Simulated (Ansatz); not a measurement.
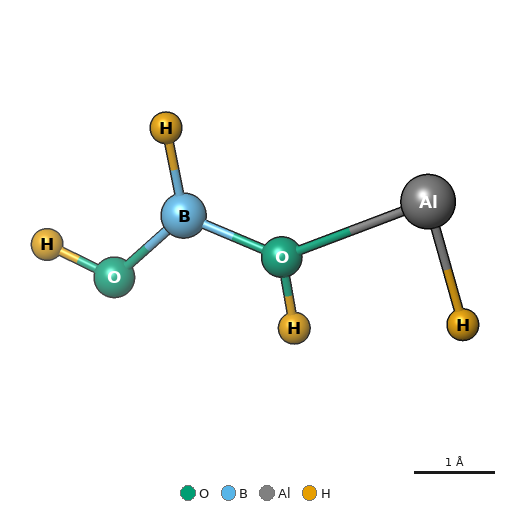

Atoms fade into the background with distance from the viewer. The geometry was computed by an optimisation with PBE0-D4/def2-TZVP. No frequency run is at hand to confirm it as a minimum. Masses are those of the most abundant isotopes; constants are for the rigid equilibrium geometry.

### Classify the rotor and give the rotational constants (MHz).

An asymmetric top (Cs): A = 43505, B = 2064, C = 1970 MHz. Ray's parameter κ is −1.00, close to the prolate limit.
